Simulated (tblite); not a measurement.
## Geometry relaxation, with input and output: C4H7Si

- system: C4H7Si, multiplicity 2
- method: GFN2-xTB geometry optimisation, gas phase (tblite 0.8.0)

It belongs to a series of runs on one base structure; here: H removed from Si.

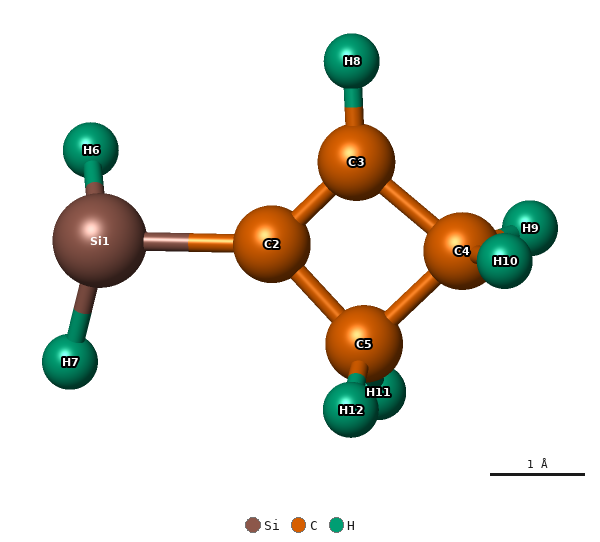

Fig. 1: The starting structure (ball-and-stick view, seen at a tilt; atoms are numbered from 1 in the order of the input).

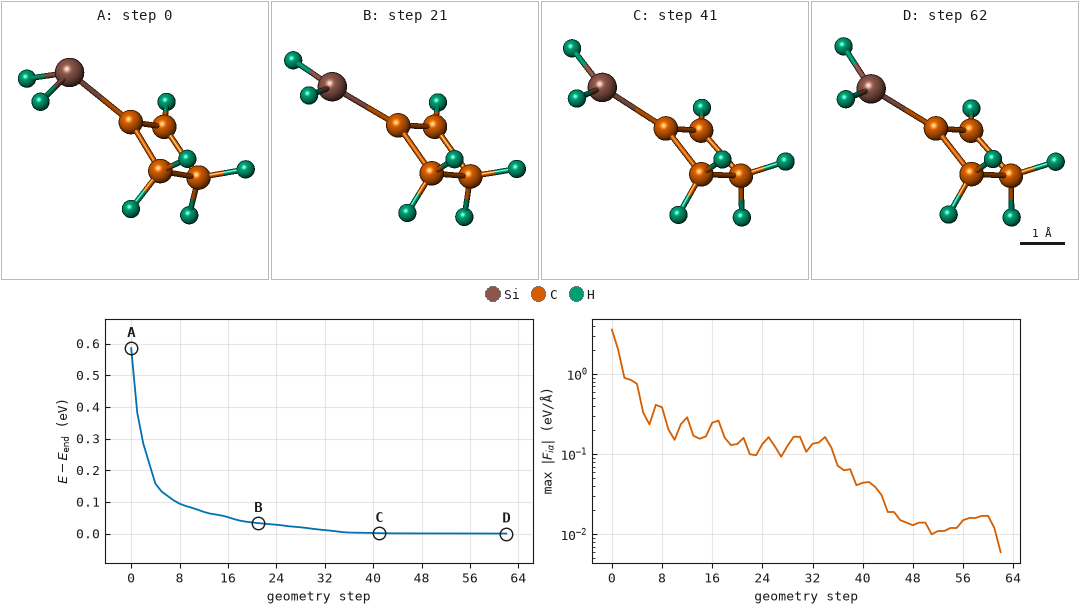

Fig. 2: Frames of the relaxation (ball-and-stick view, seen at an oblique angle) above the curves, on which the letters mark them (steps are counted from 0).

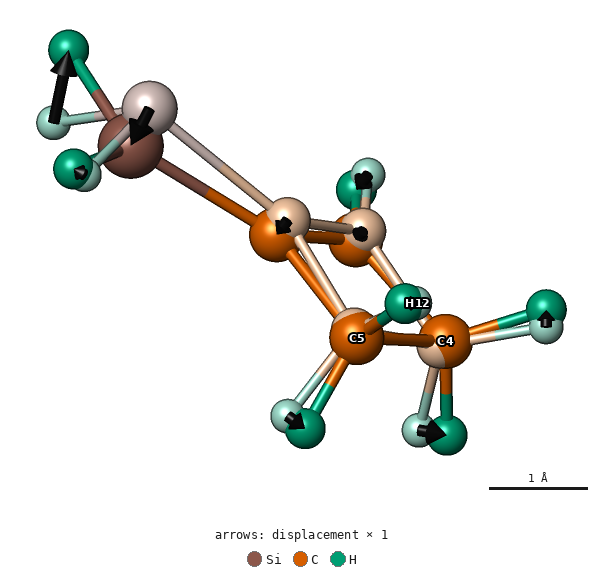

Fig. 3: Start (faint) and end (solid) with the displacements as black arrows, at true length (ball-and-stick view, seen at an oblique angle). The two geometries are laid on each other by the best rigid fit. After 62 geometry steps the energy has fallen by 0.585 eV. Largest force component: 3.6 eV/Å at the start, 0.006 eV/Å at the end. The largest move after the best rigid fit is that of H6, 0.77 Å. Largest moves by element: H 0.77 Å, Si 0.43 Å, C 0.20 Å. Among the contacts that change: Si1–C2 1.886 → 1.815 Å, C2–C5 1.462 → 1.520 Å, C4–C5 1.491 → 1.546 Å, C2–C3 1.306 → 1.360 Å. Among the angles that change: C2–Si1–H6 103.1° → 122.1°, H6–Si1–H7 103.5° → 118.0°, C2–Si1–H7 106.1° → 119.8°. (Atoms are counted from 1 in the order of the input.)

The input that produced these results follows, with the program's output.

The input:
```
{"job": {"kind": "relax", "xc": "GFN2-xTB", "basis": "xTB"}, "charge": 0, "multiplicity": 2}
Si     2.117100    -0.100500     1.098100
C      0.388200    -0.125100     0.344300
C     -0.543100    -1.024100     0.173500
C     -1.522700    -0.123700    -0.494900
C     -0.455300     0.894700    -0.276700
H      2.827400    -1.160000     0.341900
H      2.757200     1.155800     0.622500
H     -0.591800    -2.085800     0.432000
H     -1.664200    -0.477900    -1.540400
H     -2.473700     0.048200     0.059200
H     -0.016400     1.315500    -1.216800
H     -0.821400     1.682100     0.431300
```

The first line tells a small driver script what to run in tblite; the rest is the geometry in Å.

Command:
```bash
OMP_NUM_THREADS=1 python <driver script> task.json out
```

Log:
```
step      E/eV     max force
  0    -373.46463    3.652
  1    -373.66775    2.399
  2    -373.76571    0.902
  3    -373.82928    0.949
  4    -373.89218    0.863
  5    -373.91673    0.404
  6    -373.93087    0.303
  7    -373.94484    0.463
  8    -373.95569    0.435
  9    -373.96277    0.232
 10    -373.96845    0.234
 11    -373.97460    0.315
 12    -373.98148    0.319
 13    -373.98674    0.208
 14    -373.98989    0.215
 15    -373.99318    0.211
 16    -373.99820    0.302
 17    -374.00419    0.328
 18    -374.00925    0.230
 19    -374.01256    0.141
 20    -374.01494    0.190
 21    -374.01693    0.167
 22    -374.01877    0.115
 23    -374.02039    0.106
 24    -374.02211    0.167
 25    -374.02416    0.189
 26    -374.02689    0.137
 27    -374.02837    0.106
 28    -374.03018    0.161
 29    -374.03230    0.212
 30    -374.03492    0.175
 31    -374.03717    0.128
 32    -374.03899    0.141
 33    -374.04084    0.171
 34    -374.04318    0.211
 35    -374.04547    0.158
 36    -374.04680    0.076
 37    -374.04722    0.067
 38    -374.04742    0.086
 39    -374.04777    0.055
 40    -374.04829    0.049
 41    -374.04869    0.062
 42    -374.04901    0.046
 43    -374.04921    0.035
 44    -374.04934    0.022
 45    -374.04941    0.025
 46    -374.04946    0.019
 47    -374.04950    0.016
 48    -374.04953    0.016
 49    -374.04956    0.018
 50    -374.04959    0.019
 51    -374.04961    0.013
 52    -374.04963    0.012
 53    -374.04965    0.014
 54    -374.04968    0.015
 55    -374.04972    0.017
 56    -374.04975    0.015
 57    -374.04978    0.018
 58    -374.04981    0.021
 59    -374.04985    0.021
 60    -374.04989    0.019
 61    -374.04993    0.013
 62    -374.04995    0.007
```

Trajectory as extended XYZ (Å, eV, eV/Å), 9 of the 63 frames kept, from step=0 to step=62:
```
12
Properties=species:S:1:pos:R:3:forces:R:3 step=0 energy=-373.46463
Si    2.1171   -0.1005    1.0981   -0.2850   0.1860  -1.5190
C     0.3882   -0.1251    0.3443    2.4170   0.4170   1.3090
C    -0.5431   -1.0241    0.1735   -1.3420  -3.1260   0.6240
C    -1.5227   -0.1237   -0.4949   -0.9770  -1.6380  -0.5030
C    -0.4553    0.8947   -0.2767    0.0950   3.5880  -0.6740
H     2.8274   -1.1600    0.3419    0.0080  -0.0390   0.5070
H     2.7572    1.1558    0.6225   -0.1200  -0.1400   0.4460
H    -0.5918   -2.0858    0.4320   -0.0830   0.3420  -0.1380
H    -1.6642   -0.4779   -1.5404   -0.4070   0.6090   0.5600
H    -2.4737    0.0482    0.0592    0.5190  -0.1980  -0.6540
H    -0.0164    1.3155   -1.2168   -0.4210   0.1310   0.7980
H    -0.8214    1.6821    0.4313    0.5960  -0.1330  -0.7550
12
Properties=species:S:1:pos:R:3:forces:R:3 step=8 energy=-373.95569
Si    2.1318   -0.0802    0.9017    0.1760   0.0120  -0.1160
C     0.3831   -0.1380    0.3784   -0.1650  -0.1490  -0.2310
C    -0.5647   -1.0934    0.2117    0.1800   0.3850  -0.0940
C    -1.5223   -0.1735   -0.4925    0.0050  -0.0140   0.1250
C    -0.4659    0.9375   -0.2729   -0.0760  -0.0870   0.0040
H     2.8850   -1.2381    0.4315    0.0540   0.0560   0.1790
H     2.7788    1.2142    0.6957   -0.0190  -0.1100   0.0620
H    -0.6085   -2.1413    0.4511   -0.0590   0.0690  -0.0240
H    -1.7212   -0.4215   -1.5356    0.0530   0.0160  -0.0080
H    -2.4736   -0.0021    0.0077   -0.0990  -0.0030   0.0640
H    -0.0457    1.3790   -1.1749    0.0340  -0.1210  -0.1000
H    -0.7755    1.7568    0.3720   -0.0840  -0.0560   0.1390
12
Properties=species:S:1:pos:R:3:forces:R:3 step=16 energy=-373.99820
Si    2.1573   -0.0826    0.7652    0.1530   0.0300   0.0890
C     0.4047   -0.1363    0.2995   -0.1960  -0.2280  -0.0280
C    -0.5663   -1.0843    0.1900    0.0950   0.2470  -0.1060
C    -1.5453   -0.1620   -0.4715   -0.0140  -0.0680   0.0170
C    -0.4843    0.9461   -0.2835   -0.0260  -0.1290  -0.0100
H     2.9775   -1.2653    0.5842    0.0010   0.0340   0.0800
H     2.8121    1.2141    0.7534    0.0230  -0.0520  -0.0210
H    -0.6355   -2.1267    0.4381    0.0500  -0.0060  -0.0180
H    -1.7387   -0.3896   -1.5182   -0.0250  -0.0680  -0.1100
H    -2.5056   -0.0263    0.0231   -0.0250   0.1070   0.1280
H    -0.0976    1.3729   -1.2067   -0.0770   0.1150  -0.0320
H    -0.7773    1.7393    0.4004    0.0410   0.0180   0.0090
12
Properties=species:S:1:pos:R:3:forces:R:3 step=23 energy=-374.02039
Si    2.1698   -0.0888    0.7239    0.0380   0.0030   0.0180
C     0.4218   -0.1485    0.2247   -0.0330  -0.0540   0.0170
C    -0.5599   -1.0865    0.1498   -0.0260   0.0000  -0.0440
C    -1.5652   -0.1656   -0.4693    0.0310   0.0910   0.0020
C    -0.4974    0.9387   -0.3078    0.0880   0.0580  -0.0150
H     3.0305   -1.2571    0.7344   -0.0970   0.0020   0.0400
H     2.8491    1.1915    0.7682   -0.0150   0.0290  -0.0340
H    -0.6271   -2.1262    0.4072    0.0540  -0.0510  -0.0240
H    -1.7934   -0.3940   -1.5136   -0.0620   0.0050   0.0610
H    -2.4983    0.0051    0.0702    0.0120  -0.0760   0.0240
H    -0.1795    1.4194   -1.2300    0.0490   0.0030  -0.0810
H    -0.7491    1.7112    0.4164   -0.0400  -0.0100   0.0360
12
Properties=species:S:1:pos:R:3:forces:R:3 step=31 energy=-374.03717
Si    2.1640   -0.0698    0.7534   -0.0120  -0.0430  -0.0240
C     0.4389   -0.1502    0.1810    0.0380   0.0360   0.0120
C    -0.5350   -1.0911    0.0956   -0.0300  -0.1070  -0.0500
C    -1.5664   -0.1629   -0.4633    0.0030   0.0800  -0.0310
C    -0.4872    0.9392   -0.3310   -0.0050   0.0600   0.0530
H     2.9637   -1.2759    0.8638   -0.0300   0.0610   0.0290
H     2.8521    1.2065    0.7160    0.0120  -0.0260  -0.0230
H    -0.5787   -2.1369    0.3294    0.0030  -0.0790  -0.0060
H    -1.8881   -0.3722   -1.4862    0.0550   0.0040   0.0230
H    -2.4586   -0.0118    0.1503    0.0560  -0.0020  -0.0020
H    -0.1744    1.4337   -1.2527   -0.0800  -0.0880   0.0460
H    -0.7289    1.6908    0.4178   -0.0100   0.1040  -0.0300
12
Properties=species:S:1:pos:R:3:forces:R:3 step=39 energy=-374.04777
Si    2.1708   -0.0707    0.7165   -0.0090  -0.0020  -0.0150
C     0.4464   -0.1510    0.1548    0.0210   0.0410   0.0260
C    -0.5154   -1.1041    0.0390   -0.0260  -0.0320   0.0360
C    -1.5677   -0.1592   -0.4482   -0.0180   0.0310  -0.0090
C    -0.4915    0.9437   -0.3257   -0.0070   0.0150  -0.0120
H     2.9255   -1.2692    1.0143    0.0120   0.0090   0.0120
H     2.8659    1.1998    0.6826    0.0200  -0.0100  -0.0070
H    -0.5514   -2.1567    0.2484    0.0210  -0.0250  -0.0390
H    -1.9320   -0.3299   -1.4631   -0.0060  -0.0200   0.0170
H    -2.4234   -0.0343    0.2172   -0.0300   0.0050  -0.0140
H    -0.2125    1.4120   -1.2694    0.0130   0.0020   0.0260
H    -0.7134    1.7188    0.4076    0.0090  -0.0140  -0.0200
12
Properties=species:S:1:pos:R:3:forces:R:3 step=46 energy=-374.04946
Si    2.1760   -0.0743    0.6954   -0.0060   0.0140  -0.0120
C     0.4444   -0.1491    0.1556    0.0060   0.0070   0.0150
C    -0.5169   -1.1040    0.0377    0.0010  -0.0100  -0.0090
C    -1.5729   -0.1572   -0.4416    0.0020   0.0020  -0.0050
C    -0.4952    0.9453   -0.3232    0.0010  -0.0020   0.0000
H     2.9227   -1.2597    1.0566   -0.0010  -0.0110   0.0060
H     2.8788    1.1923    0.6741    0.0010   0.0000  -0.0070
H    -0.5388   -2.1636    0.2134   -0.0060   0.0040   0.0020
H    -1.9423   -0.3295   -1.4544    0.0040  -0.0070   0.0040
H    -2.4287   -0.0343    0.2249    0.0030   0.0090  -0.0030
H    -0.2147    1.4071   -1.2692    0.0010   0.0060   0.0070
H    -0.7113    1.7263    0.4047   -0.0070  -0.0110   0.0010
12
Properties=species:S:1:pos:R:3:forces:R:3 step=54 energy=-374.04968
Si    2.1795   -0.0746    0.6859   -0.0080   0.0100  -0.0070
C     0.4438   -0.1482    0.1593    0.0100  -0.0030  -0.0030
C    -0.5162   -1.1044    0.0376   -0.0100  -0.0020   0.0060
C    -1.5719   -0.1577   -0.4424   -0.0010   0.0040  -0.0070
C    -0.4959    0.9455   -0.3214    0.0040  -0.0040   0.0040
H     2.9197   -1.2595    1.0637   -0.0030  -0.0030   0.0040
H     2.8826    1.1923    0.6687   -0.0040  -0.0080  -0.0040
H    -0.5412   -2.1642    0.2127    0.0080   0.0120   0.0050
H    -1.9392   -0.3319   -1.4554   -0.0020   0.0000  -0.0010
H    -2.4286   -0.0313    0.2225    0.0010  -0.0110  -0.0050
H    -0.2135    1.4100   -1.2654   -0.0010   0.0050   0.0100
H    -0.7180    1.7233    0.4080    0.0070   0.0000   0.0000
12
Properties=species:S:1:pos:R:3:forces:R:3 step=62 energy=-374.04995
Si    2.1856   -0.0784    0.6620    0.0050   0.0020   0.0010
C     0.4441   -0.1478    0.1564    0.0060   0.0010  -0.0010
C    -0.5159   -1.1039    0.0362    0.0000  -0.0040   0.0050
C    -1.5720   -0.1578   -0.4440    0.0000  -0.0030   0.0000
C    -0.4974    0.9465   -0.3180   -0.0020   0.0010   0.0000
H     2.9104   -1.2557    1.0898   -0.0020  -0.0050   0.0010
H     2.8882    1.1882    0.6551   -0.0020   0.0040  -0.0010
H    -0.5392   -2.1626    0.2163   -0.0010  -0.0020  -0.0020
H    -1.9349   -0.3306   -1.4589    0.0000   0.0010   0.0020
H    -2.4313   -0.0370    0.2183   -0.0030   0.0030  -0.0050
H    -0.2169    1.4209   -1.2574   -0.0030   0.0000  -0.0050
H    -0.7196    1.7176    0.4183    0.0020   0.0020   0.0050
```

Key numbers:

```json
{"quantity": "outcome", "value": "converged"}
{"quantity": "total energy", "value": "−374.0499 eV"}
{"quantity": "hardware", "value": "1 CPU thread, shared host"}
{"quantity": "peak memory", "value": "0.18 GiB"}
```
